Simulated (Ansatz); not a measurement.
```xyz
11

C    -1.6621    1.4320    0.5646
C    -0.7881    0.3931    0.5400
C     0.2705    0.1882   -0.4707
Si    1.4148   -1.3536   -0.3524
S     0.5715    1.2096   -1.7532
H    -1.6200    2.2143   -0.2098
H    -2.4262    1.5176    1.3513
H    -0.8578   -0.3739    1.3312
H     1.0745   -2.1989    0.8473
H     2.8386   -0.9023   -0.2385
H     1.2497   -2.1831   -1.5891
```

Computed with Ansatz, RKS BLYP/def2-SVP.

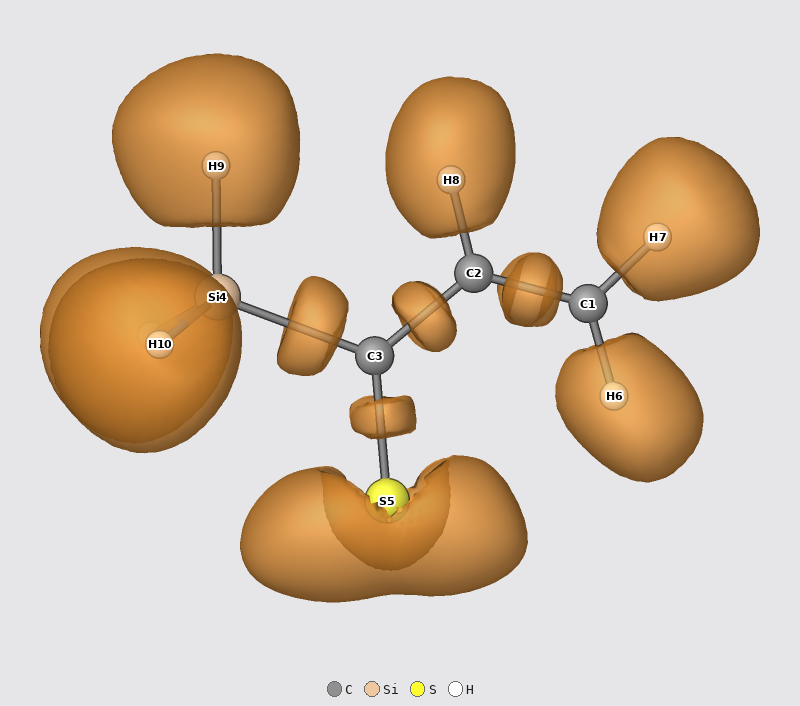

C₃H₆SSi. Isosurface of the ELF at 0.8 (orange), seen across its widest extent. Core shells and regions of very low density are left out.

**What do the ELF domains correspond to?**

The ELF exceeds this value in two regions between bonded C–C atoms (shared pairs), one region between bonded C–S atoms (shared pairs), one region between bonded C–Si atoms (shared pairs), six regions around hydrogen nuclei and one ring or bowl of non-bonding electrons around S. Along the contacts the grid gives the following. C–C (1.36 Å): the ELF peaks at about 0.95 between the atoms, as expected for a covalent bond. C–S (1.67 Å): the ELF peaks at about 0.90 between the atoms: a covalent bond.
